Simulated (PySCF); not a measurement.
# C3H4F2S: electronic excitations at several levels of theory

How much do the electronic excitations of C3H4F2S (`FC1(F)CSC1`) depend on the level of theory, and what does each level cost?

The runs use PySCF 2.14.0, with density-fitted response routines of our own; the level of theory stands in each step. All values are computed, except where a source is named. Atoms count from 0, in the outputs and in this text.

## 1. The molecule as given

10 atoms, charge 0, multiplicity 1; geometry from: GFN2-xTB.

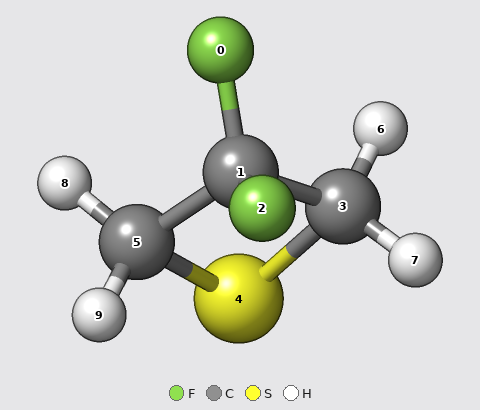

The starting geometry (fluorine green, carbon grey, sulfur yellow, hydrogen white), atoms numbered.

## 2. Relaxing the molecule at PBE0-D3(BJ)/def2-SVP

What the job is given:

```
{"job": {"xc": "PBE0", "basis": "def2-SVP", "d3": "d3bj", "grid": 1, "kind": "geom"}, "charge": 0, "multiplicity": 1}
F     -0.202943     0.208883     1.805760
C     -0.009376     0.441394     0.482626
F      0.159082     1.784532     0.384073
C     -1.130967    -0.096813    -0.398587
S      0.028575    -1.184433    -1.309086
C      1.143308    -0.360434    -0.110915
H     -1.887836    -0.650689     0.151917
H     -1.588149     0.660482    -1.031106
H      1.596933    -1.053734     0.593676
H      1.900257     0.255466    -0.590886
```

Standard output:

```text
step   0  E = -713.76240405  max force = 0.010078
step   1  E = -713.76305219  max force = 0.008810
step   2  E = -713.76329859  max force = 0.004235
step   3  E = -713.76338608  max force = 0.001402
step   4  E = -713.76339167  max force = 0.000500
step   5  E = -713.76339495  max force = 0.000557
step   6  E = -713.76339746  max force = 0.001385
step   7  E = -713.76340150  max force = 0.002249
step   8  E = -713.76340697  max force = 0.001772
step   9  E = -713.76341176  max force = 0.000468
step  10  E = -713.76341270  max force = 0.000049
optimisation converged
```

Wall time 43 s (1 thread, shared host).

Along the way:

```
step  energy from step 0 (eV)  largest force component (eV/Å)
   0                   0.0000                          0.5182
   1                  -0.0176                          0.4530
   2                  -0.0243                          0.2178
   3                  -0.0267                          0.0721
   4                  -0.0269                          0.0257
   5                  -0.0270                          0.0286
   6                  -0.0270                          0.0712
   7                  -0.0271                          0.1156
   8                  -0.0273                          0.0911
   9                  -0.0274                          0.0241
  10                  -0.0274                          0.0025
```

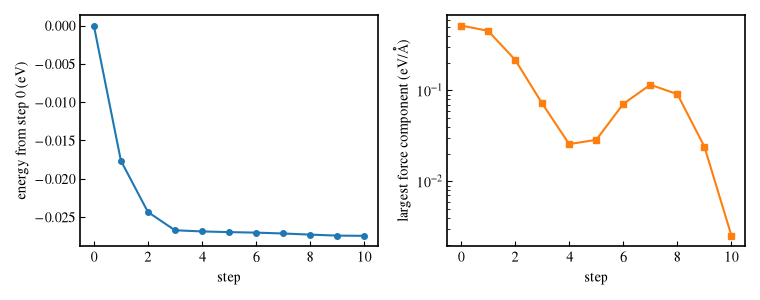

Energy and largest force along the relaxation.

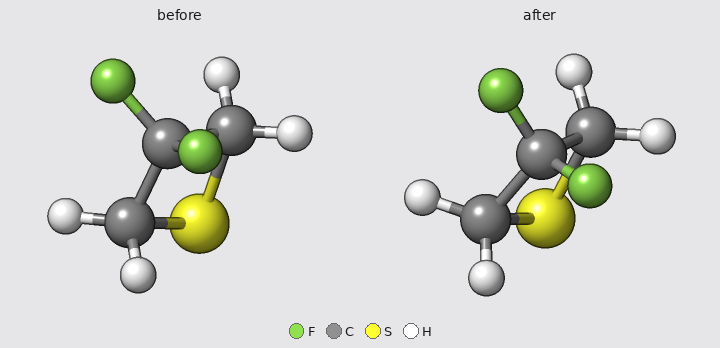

The geometry before (left) and after (right).

Distances of close pairs at the start and the end, largest changes first:

```
 bond  before (Å)  after (Å)  change (Å)
C3–H6       1.088      1.099      +0.011
C5–H8       1.088      1.099      +0.011
C3–H7       1.087      1.098      +0.011
C5–H9       1.088      1.098      +0.011
F0–C1       1.357      1.348      -0.009
C1–F2       1.357      1.349      -0.008
C3–S4       1.832      1.836      +0.004
S4–C5       1.832      1.835      +0.003
```

The next job starts from the end point, and lists it.

```
                         at the end point                value
  point group (found at 0.08 Å tolerance)                   Cs
rotational constants (GHz, main isotopes)  5.435, 2.182, 2.154
                        dipole moment (D)                 0.53
```

## 3. TDDFT and polarisability: CAM-B3LYP/def2-SVPD

What the job is given:

```
{"job": {"kind": "uv", "xc": "CAM-B3LYP", "basis": "def2-SVPD", "ip": true}, "charge": 0, "multiplicity": 1}
F     -0.208126     0.830292     1.606540
C     -0.000741     0.576673     0.299155
F      0.216230     1.762659    -0.306343
C     -1.136615    -0.199117    -0.364055
S      0.056955    -1.408919    -1.058088
C      1.135908    -0.409020     0.039469
H     -1.827141    -0.640760     0.367869
H     -1.688725     0.385238    -1.112600
H      1.443866    -0.942661     0.949389
H      2.005151     0.044141    -0.456129
```

With the program's defaults for keys left out, this is: TDDFT CAM-B3LYP/def2-SVPD, vertical, gas phase, core orbitals frozen in the response.

Standard output:

```text
coarse grid: 9536 points
cycle   1  E = -713.9660014802  dE =  9.258e-01  |g| = 7.048e-01  |ddm| = 3.960e+00
cycle   2  E = -713.9308546761  dE =  3.515e-02  |g| = 8.949e-01  |ddm| = 1.539e+00
cycle   3  E = -714.0622800890  dE = -1.314e-01  |g| = 5.208e-02  |ddm| = 8.173e-01
cycle   4  E = -714.0627606187  dE = -4.805e-04  |g| = 2.407e-02  |ddm| = 1.122e-01
cycle   5  E = -714.0628899728  dE = -1.294e-04  |g| = 4.116e-03  |ddm| = 3.780e-02
cycle   6  E = -714.0628952709  dE = -5.298e-06  |g| = 6.661e-04  |ddm| = 1.127e-02
final grid: 90072 points
cycle   7  E = -714.1471691744  dE = -2.327e-05  |g| = 4.503e-03  |ddm| = 4.367e-02
cycle   8  E = -714.1471674390  dE =  1.735e-06  |g| = 5.652e-03  |ddm| = 9.448e-03
cycle   9  E = -714.1471728239  dE = -5.385e-06  |g| = 1.883e-04  |ddm| = 4.658e-03
cycle  10  E = -714.1471728310  dE = -7.153e-09  |g| = 1.145e-04  |ddm| = 5.384e-04
cycle  11  E = -714.1471728341  dE = -3.061e-09  |g| = 1.999e-05  |ddm| = 1.776e-04
cycle  12  E = -714.1471728342  dE = -1.235e-10  |g| = 4.990e-06  |ddm| = 5.269e-05
converged SCF energy = -714.1471728342

Static polarisability (au): isotropic 55.220, principal 48.585 56.281 60.794

Singlet excitations
state   eV       nm        f      main configurations
  1   4.8453    255.9   0.00002   H->L 0.90, H->L+4 0.10
  2   6.0195    206.0   0.01367   H->L+1 0.90
  3   6.7171    184.6   0.02125   H->L+2 0.90
  4   7.1055    174.5   0.05299   H->L+3 0.95
  5   7.6877    161.3   0.00014   H->L+4 0.85, H->L 0.10
  6   7.9434    156.1   0.06265   H-1->L 0.89
  7   8.0735    153.6   0.00416   H->L+5 0.70, H->L+9 0.19
  8   8.4560    146.6   0.05274   H->L+7 0.50, H-1->L+1 0.16, H->L+8 0.14
  9   8.5544    144.9   0.08865   H-1->L+1 0.45, H->L+7 0.29
 10   8.5918    144.3   0.04037   H->L+8 0.25, H-2->L 0.22, H-1->L+1 0.16

Triplet excitations (Tamm-Dancoff, eV): 4.3482 5.3697 6.4281 6.5906
Vertical ionisation energy (delta-SCF) = 9.3687 eV
```

Run time: 38 s. Hardware: 1 thread, shared host.

Frontier orbitals and where they lie:

```
orbital      eV                      atoms
 HOMO−3  -12.18  S4 35 %, C5 22 %, C3 22 %
 HOMO−2  -11.33  C1 20 %, C3 18 %, C5 18 %
 HOMO−1  -10.83  S4 54 %, C5 14 %, C3 14 %
   HOMO   -8.36  S4 72 %, C5 10 %, C3 10 %
   LUMO    0.63  S4 66 %, C3 10 %, C5 10 %
 LUMO+1    1.06    S4 58 %, C5 9 %, C3 9 %
 LUMO+2    1.38  S4 34 %, C3 11 %, C5 11 %
```

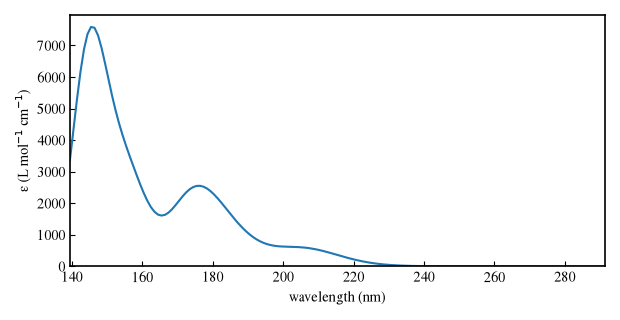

Absorption spectrum: each of the 10 states is a Gaussian band of 0.4 eV half-width at 1/e. Beyond the last state computed it falls off for lack of states.

Ground-state properties from the same run:

```
           property  computed
  dipole moment (D)      0.76
polarisability (Å³)      8.18
 HOMO–LUMO gap (eV)      8.99
      −ε(HOMO) (eV)      8.36
```

## 4. TDDFT and polarisability: wB97X-D/def2-SVPD

Same as in step 3 but for these lines:

```diff
@@ -1,2 +1,2 @@
-{"job": {"kind": "uv", "xc": "CAM-B3LYP", "basis": "def2-SVPD", "ip": true}, "charge": 0, "multiplicity": 1}
+{"job": {"kind": "uv", "xc": "wB97X-D", "basis": "def2-SVPD", "ip": true}, "charge": 0, "multiplicity": 1}
 F     -0.208126     0.830292     1.606540
```

With the program's defaults for keys left out, this is: TDDFT wB97X-D/def2-SVPD, vertical, gas phase, core orbitals frozen in the response.

Standard output:

```text
coarse grid: 9536 points
cycle   1  E = -713.9671692711  dE =  9.506e-01  |g| = 7.210e-01  |ddm| = 3.962e+00
cycle   2  E = -713.9541621716  dE =  1.301e-02  |g| = 8.377e-01  |ddm| = 1.592e+00
cycle   3  E = -714.0710107019  dE = -1.168e-01  |g| = 4.838e-02  |ddm| = 8.079e-01
cycle   4  E = -714.0714809189  dE = -4.702e-04  |g| = 2.079e-02  |ddm| = 1.001e-01
cycle   5  E = -714.0715860726  dE = -1.052e-04  |g| = 4.227e-03  |ddm| = 3.982e-02
cycle   6  E = -714.0715923009  dE = -6.228e-06  |g| = 7.281e-04  |ddm| = 1.187e-02
final grid: 90072 points
cycle   7  E = -714.1512722778  dE = -1.258e-04  |g| = 8.154e-03  |ddm| = 1.595e-01
cycle   8  E = -714.1512741230  dE = -1.845e-06  |g| = 8.605e-03  |ddm| = 2.231e-02
cycle   9  E = -714.1512851786  dE = -1.106e-05  |g| = 6.582e-04  |ddm| = 5.858e-03
cycle  10  E = -714.1512852981  dE = -1.196e-07  |g| = 3.727e-04  |ddm| = 2.196e-03
cycle  11  E = -714.1512853341  dE = -3.592e-08  |g| = 5.678e-05  |ddm| = 7.704e-04
cycle  12  E = -714.1512853357  dE = -1.650e-09  |g| = 1.748e-05  |ddm| = 2.133e-04
cycle  13  E = -714.1512853359  dE = -1.933e-10  |g| = 6.923e-06  |ddm| = 6.876e-05
converged SCF energy = -714.1512853359

Static polarisability (au): isotropic 54.924, principal 48.273 56.027 60.473

Singlet excitations
state   eV       nm        f      main configurations
  1   4.9048    252.8   0.00002   H->L 0.92
  2   6.1675    201.0   0.01386   H->L+1 0.91
  3   6.9876    177.4   0.03009   H->L+2 0.90
  4   7.2710    170.5   0.05422   H->L+3 0.94
  5   7.8975    157.0   0.00019   H->L+4 0.91
  6   8.0059    154.9   0.06167   H-1->L 0.90
  7   8.2110    151.0   0.00388   H->L+5 0.80, H->L+8 0.12
  8   8.5692    144.7   0.01520   H-2->L 0.36, H->L+7 0.35
  9   8.6370    143.6   0.07790   H-2->L 0.41, H-1->L+1 0.31, H->L+7 0.14
 10   8.7572    141.6   0.03085   H-1->L+1 0.49, H->L+7 0.19, H-2->L 0.14

Triplet excitations (Tamm-Dancoff, eV): 4.4526 5.5386 6.7182 6.8053
Vertical ionisation energy (delta-SCF) = 9.3746 eV
```

Run time: 36 s. Hardware: 1 thread, shared host.

Key values: HOMO -8.86 eV, LUMO 1.40 eV; lowest singlet 4.90 eV.

## 5. Excited states and response: LC-wPBE/def2-SVPD

Same as in step 4 but for these lines:

```diff
@@ -1,2 +1,2 @@
-{"job": {"kind": "uv", "xc": "wB97X-D", "basis": "def2-SVPD", "ip": true}, "charge": 0, "multiplicity": 1}
+{"job": {"kind": "uv", "xc": "LC-wPBE", "basis": "def2-SVPD", "ip": true}, "charge": 0, "multiplicity": 1}
 F     -0.208126     0.830292     1.606540
```

Level: TDDFT LC-wPBE/def2-SVPD, vertical, gas phase, core orbitals frozen in the response.

Standard output:

```text
coarse grid: 9536 points
cycle   1  E = -713.7272837497  dE =  1.057e+00  |g| = 7.720e-01  |ddm| = 3.945e+00
cycle   2  E = -713.7368018963  dE = -9.518e-03  |g| = 8.341e-01  |ddm| = 1.655e+00
cycle   3  E = -713.8524515879  dE = -1.156e-01  |g| = 5.703e-02  |ddm| = 8.334e-01
cycle   4  E = -713.8531703929  dE = -7.188e-04  |g| = 2.499e-02  |ddm| = 1.307e-01
cycle   5  E = -713.8533684129  dE = -1.980e-04  |g| = 5.419e-03  |ddm| = 4.830e-02
cycle   6  E = -713.8533817830  dE = -1.337e-05  |g| = 1.197e-03  |ddm| = 1.886e-02
cycle   7  E = -713.8533827889  dE = -1.006e-06  |g| = 6.607e-04  |ddm| = 5.052e-03
final grid: 90072 points
cycle   8  E = -713.9587620911  dE = -3.589e-05  |g| = 1.283e-02  |ddm| = 6.596e-02
cycle   9  E = -713.9587587095  dE =  3.382e-06  |g| = 1.388e-02  |ddm| = 2.038e-02
cycle  10  E = -713.9587886757  dE = -2.997e-05  |g| = 4.679e-04  |ddm| = 9.987e-03
cycle  11  E = -713.9587887337  dE = -5.795e-08  |g| = 1.888e-04  |ddm| = 1.227e-03
cycle  12  E = -713.9587887463  dE = -1.258e-08  |g| = 4.637e-05  |ddm| = 4.603e-04
cycle  13  E = -713.9587887472  dE = -9.297e-10  |g| = 1.574e-05  |ddm| = 1.610e-04
converged SCF energy = -713.9587887472

Static polarisability (au): isotropic 53.924, principal 47.536 54.977 59.260

Singlet excitations
state   eV       nm        f      main configurations
  1   4.9549    250.2   0.00002   H->L 0.77, H->L+5 0.22
  2   6.4938    190.9   0.01166   H->L+1 0.80
  3   7.3912    167.7   0.03781   H->L+2 0.83
  4   7.7247    160.5   0.06284   H->L+3 0.87
  5   8.1958    151.3   0.06869   H-1->L 0.77, H-1->L+5 0.16
  6   8.3238    149.0   0.00012   H->L+5 0.75, H->L 0.21
  7   8.6366    143.6   0.00332   H->L+4 0.60, H->L+8 0.15, H->L+1 0.14
  8   8.9852    138.0   0.11276   H-1->L+1 0.66
  9   9.0703    136.7   0.01265   H-2->L 0.24, H->L+11 0.13, H->L+7 0.12
 10   9.2873    133.5   0.00243   H-2->L 0.48, H->L+7 0.13, H-2->L+5 0.10

Triplet excitations (Tamm-Dancoff, eV): 4.3775 5.6923 6.6261 6.9647
Vertical ionisation energy (delta-SCF) = 9.4192 eV
```

It took 46 s on 1 thread, shared host.

Key values: HOMO -9.75 eV, LUMO 1.71 eV; lowest singlet 4.95 eV.

## 6. TDDFT and polarisability: PBE0/6-31G*

Same as in step 5 but for these lines:

```diff
@@ -1,2 +1,2 @@
-{"job": {"kind": "uv", "xc": "LC-wPBE", "basis": "def2-SVPD", "ip": true}, "charge": 0, "multiplicity": 1}
+{"job": {"kind": "uv", "xc": "PBE0", "basis": "6-31G*"}, "charge": 0, "multiplicity": 1}
 F     -0.208126     0.830292     1.606540
```

Level: TDDFT PBE0/6-31G*, vertical, gas phase, core orbitals frozen in the response.

Standard output:

```text
coarse grid: 9536 points
cycle   1  E = -714.0408225074  dE =  8.532e-01  |g| = 6.937e-01  |ddm| = 3.152e+00
cycle   2  E = -713.9658799987  dE =  7.494e-02  |g| = 9.909e-01  |ddm| = 1.075e+00
cycle   3  E = -714.1251943037  dE = -1.593e-01  |g| = 5.987e-02  |ddm| = 6.355e-01
cycle   4  E = -714.1259055057  dE = -7.112e-04  |g| = 2.707e-02  |ddm| = 7.809e-02
cycle   5  E = -714.1260818572  dE = -1.764e-04  |g| = 5.789e-03  |ddm| = 3.152e-02
cycle   6  E = -714.1260916238  dE = -9.767e-06  |g| = 1.590e-03  |ddm| = 1.064e-02
final grid: 90072 points
cycle   7  E = -714.0947951785  dE = -1.185e-05  |g| = 1.079e-02  |ddm| = 2.214e-02
cycle   8  E = -714.0947644270  dE =  3.075e-05  |g| = 1.594e-02  |ddm| = 2.457e-02
cycle   9  E = -714.0948231683  dE = -5.874e-05  |g| = 6.642e-04  |ddm| = 1.482e-02
cycle  10  E = -714.0948232710  dE = -1.027e-07  |g| = 1.822e-04  |ddm| = 9.057e-04
cycle  11  E = -714.0948232778  dE = -6.772e-09  |g| = 5.810e-05  |ddm| = 2.392e-04
cycle  12  E = -714.0948232786  dE = -8.265e-10  |g| = 1.310e-05  |ddm| = 8.049e-05
converged SCF energy = -714.0948232786

Static polarisability (au): isotropic 44.851, principal 37.547 47.321 49.686

Singlet excitations
state   eV       nm        f      main configurations
  1   5.0305    246.5   0.00001   H->L 1.00
  2   6.6781    185.7   0.00002   H->L+1 0.99
  3   7.7512    160.0   0.01941   H->L+2 0.97
  4   8.0847    153.4   0.07510   H-1->L 0.95
  5   8.1943    151.3   0.01307   H-2->L 0.99
  6   8.5758    144.6   0.00332   H->L+3 0.99
  7   9.0541    136.9   0.01748   H-1->L+1 0.72, H-3->L 0.27
  8   9.0699    136.7   0.00149   H-2->L+1 0.94
  9   9.5417    129.9   0.00258   H->L+4 0.98
 10   9.9892    124.1   0.00063   H-2->L+2 0.85

Triplet excitations (Tamm-Dancoff, eV): 4.4239 5.7064 6.5500 7.3654
```

It took 8.5 s on 1 thread, shared host.

Key values: HOMO -6.77 eV, LUMO 0.18 eV; lowest singlet 5.03 eV.

## 7. TDDFT and polarisability: PBE0/def2-SVP

Same as in step 6 but for these lines:

```diff
@@ -1,2 +1,2 @@
-{"job": {"kind": "uv", "xc": "PBE0", "basis": "6-31G*"}, "charge": 0, "multiplicity": 1}
+{"job": {"kind": "uv", "xc": "PBE0", "basis": "def2-SVP"}, "charge": 0, "multiplicity": 1}
 F     -0.208126     0.830292     1.606540
```

Level: TDDFT PBE0/def2-SVP, vertical, gas phase, core orbitals frozen in the response.

Standard output:

```text
coarse grid: 9536 points
cycle   1  E = -713.5920429290  dE =  8.111e-01  |g| = 6.895e-01  |ddm| = 3.401e+00
cycle   2  E = -713.5148913841  dE =  7.715e-02  |g| = 9.856e-01  |ddm| = 1.327e+00
cycle   3  E = -713.6758336764  dE = -1.609e-01  |g| = 5.825e-02  |ddm| = 7.738e-01
cycle   4  E = -713.6764246710  dE = -5.910e-04  |g| = 2.874e-02  |ddm| = 8.064e-02
cycle   5  E = -713.6766229506  dE = -1.983e-04  |g| = 5.776e-03  |ddm| = 3.384e-02
cycle   6  E = -713.6766321609  dE = -9.210e-06  |g| = 1.599e-03  |ddm| = 1.168e-02
final grid: 90072 points
cycle   7  E = -713.7562859511  dE = -1.576e-05  |g| = 9.704e-03  |ddm| = 2.650e-02
cycle   8  E = -713.7562607515  dE =  2.520e-05  |g| = 1.422e-02  |ddm| = 2.417e-02
cycle   9  E = -713.7563088427  dE = -4.809e-05  |g| = 6.600e-04  |ddm| = 1.491e-02
cycle  10  E = -713.7563089328  dE = -9.014e-08  |g| = 1.788e-04  |ddm| = 9.169e-04
cycle  11  E = -713.7563089394  dE = -6.563e-09  |g| = 5.168e-05  |ddm| = 2.609e-04
cycle  12  E = -713.7563089400  dE = -6.237e-10  |g| = 1.230e-05  |ddm| = 8.099e-05
converged SCF energy = -713.7563089400

Static polarisability (au): isotropic 43.918, principal 36.315 47.311 48.129

Singlet excitations
state   eV       nm        f      main configurations
  1   5.2103    238.0   0.00001   H->L 1.00
  2   6.6515    186.4   0.00038   H->L+1 0.98
  3   7.5396    164.4   0.01559   H->L+2 0.97
  4   7.7993    159.0   0.00612   H->L+3 0.98
  5   8.3218    149.0   0.06986   H-1->L 0.95
  6   8.5154    145.6   0.00804   H-2->L 0.99
  7   8.6738    142.9   0.00112   H->L+4 0.99
  8   9.1886    134.9   0.00042   H-2->L+1 0.92
  9   9.2014    134.7   0.01638   H-1->L+1 0.77, H-3->L 0.22
 10   9.3494    132.6   0.08370   H->L+5 0.98

Triplet excitations (Tamm-Dancoff, eV): 4.5579 5.7409 6.7343 7.1658
```

Run time: 10 s. Hardware: 1 thread, shared host.

Key values: HOMO -6.82 eV, LUMO 0.33 eV; lowest singlet 5.21 eV.

## 8. Excited states and response: PBE0/def2-TZVP

Same as in step 7 but for these lines:

```diff
@@ -1,2 +1,2 @@
-{"job": {"kind": "uv", "xc": "PBE0", "basis": "def2-SVP"}, "charge": 0, "multiplicity": 1}
+{"job": {"kind": "uv", "xc": "PBE0", "basis": "def2-TZVP"}, "charge": 0, "multiplicity": 1}
 F     -0.208126     0.830292     1.606540
```

Level: TDDFT PBE0/def2-TZVP, vertical, gas phase, core orbitals frozen in the response.

Standard output:

```text
coarse grid: 9536 points
cycle   1  E = -714.1863547662  dE =  8.430e-01  |g| = 6.875e-01  |ddm| = 2.614e+00
cycle   2  E = -714.1122145628  dE =  7.414e-02  |g| = 1.007e+00  |ddm| = 9.077e-01
cycle   3  E = -714.2627138621  dE = -1.505e-01  |g| = 6.681e-02  |ddm| = 5.065e-01
cycle   4  E = -714.2633794328  dE = -6.656e-04  |g| = 3.730e-02  |ddm| = 7.895e-02
cycle   5  E = -714.2636932401  dE = -3.138e-04  |g| = 6.337e-03  |ddm| = 3.085e-02
cycle   6  E = -714.2637028658  dE = -9.626e-06  |g| = 2.550e-03  |ddm| = 1.084e-02
final grid: 90072 points
cycle   7  E = -714.2672541839  dE = -5.436e-05  |g| = 1.136e-02  |ddm| = 4.424e-02
cycle   8  E = -714.2672222063  dE =  3.198e-05  |g| = 1.599e-02  |ddm| = 2.274e-02
cycle   9  E = -714.2672816882  dE = -5.948e-05  |g| = 1.305e-03  |ddm| = 1.485e-02
cycle  10  E = -714.2672819734  dE = -2.852e-07  |g| = 3.598e-04  |ddm| = 1.085e-03
cycle  11  E = -714.2672819970  dE = -2.356e-08  |g| = 9.077e-05  |ddm| = 4.037e-04
cycle  12  E = -714.2672819986  dE = -1.631e-09  |g| = 2.433e-05  |ddm| = 1.006e-04
cycle  13  E = -714.2672819987  dE = -1.312e-10  |g| = 3.247e-06  |ddm| = 2.937e-05
converged SCF energy = -714.2672819987

Static polarisability (au): isotropic 51.927, principal 43.642 54.511 57.629

Singlet excitations
state   eV       nm        f      main configurations
  1   4.8562    255.3   0.00001   H->L 0.99
  2   6.2273    199.1   0.00477   H->L+1 0.97
  3   7.1740    172.8   0.01121   H->L+2 0.95
  4   7.2450    171.1   0.01846   H->L+3 0.95
  5   7.8552    157.8   0.05560   H-1->L 0.95
  6   8.1213    152.7   0.00639   H-2->L 0.99
  7   8.2228    150.8   0.00080   H->L+4 0.99
  8   8.6614    143.1   0.04354   H-1->L+1 0.83, H-3->L 0.16
  9   8.7529    141.6   0.00083   H-2->L+1 0.96
 10   8.9831    138.0   0.07522   H->L+5 0.99

Triplet excitations (Tamm-Dancoff, eV): 4.2654 5.3900 6.3897 6.7811
```

Wall time 29 s (1 thread, shared host).

Key values: HOMO -6.91 eV, LUMO -0.14 eV; lowest singlet 4.86 eV.

## 9. Run by run: electronic excitations

Excitations and ground-state properties, with basis size and wall time:

```
                run  lowest singlet (eV)  brightest (eV)      f  gap (eV)  α (Å³)  μ (D)  functions   time
CAM-B3LYP/def2-SVPD                 4.85            8.55  0.089      8.99    8.18   0.76        165   38 s
  wB97X-D/def2-SVPD                 4.90            8.64  0.078     10.26    8.14   0.67        165   36 s
  LC-wPBE/def2-SVPD                 4.95            8.99  0.113     11.46    7.99   0.69        165   46 s
        PBE0/6-31G*                 5.03            8.08  0.075      6.95    6.65   0.42         96  8.5 s
      PBE0/def2-SVP                 5.21            9.35  0.084      7.15    6.51   0.53        108   10 s
     PBE0/def2-TZVP                 4.86            8.98  0.075      6.77    7.69   0.61        216   29 s
```

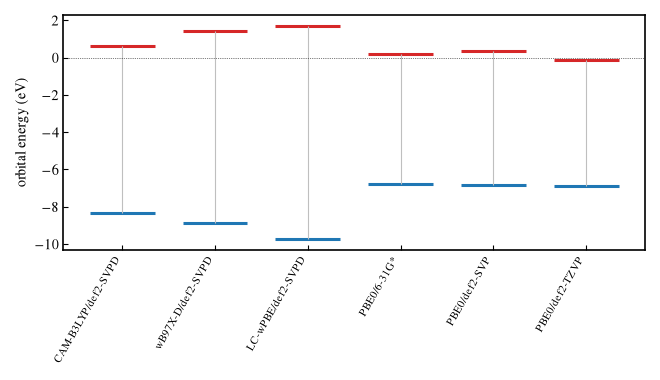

HOMO (blue) and LUMO (red) run by run.

## 10. Results

```
                                quantity                        value
                             point group                           Cs
    rotational constants (main isotopes)         5.43, 2.18, 2.15 GHz
    lowest singlet (CAM-B3LYP/def2-SVPD)  4.85 eV (256 nm), f = 0.000
brightest single state of those computed  state 9, 8.55 eV, f = 0.089
                          lowest triplet                      4.35 eV
       vertical ionisation energy (ΔSCF)                      9.37 eV
             range of the lowest singlet              4.85 to 5.21 eV
```

**Reading.** Single values in the summary come from the first run of each kind that ended normally (CAM-B3LYP/def2-SVPD), which need not be the best level. The optimisation took 10 steps and gained 0.027 eV; among the close pairs (by a distance rule), C3–H6 changed most, from 1.088 to 1.099 Å. No frequency check was run at this level, so the end point may be a saddle. The lowest singlet, at 4.85 eV, is HOMO→LUMO 0.90, HOMO→LUMO+4 0.10 and is dark; of the 10 states computed, the strongest absorption comes from state 9 at 8.55 eV (the last state computed is bright too, and its partners may lie past the list). The lowest triplet lies 0.50 eV below the lowest singlet (triplets in Tamm-Dancoff, singlets in full TDDFT). ΔSCF puts the ionisation energy at 9.37 eV, 1.01 eV above −ε(HOMO). The lowest singlet runs from 4.85 eV (CAM-B3LYP/def2-SVPD) to 5.21 eV (PBE0/def2-SVP), while the orbital gap spans 6.77 to 11.46 eV. The lowest state need not be the same one in every run.
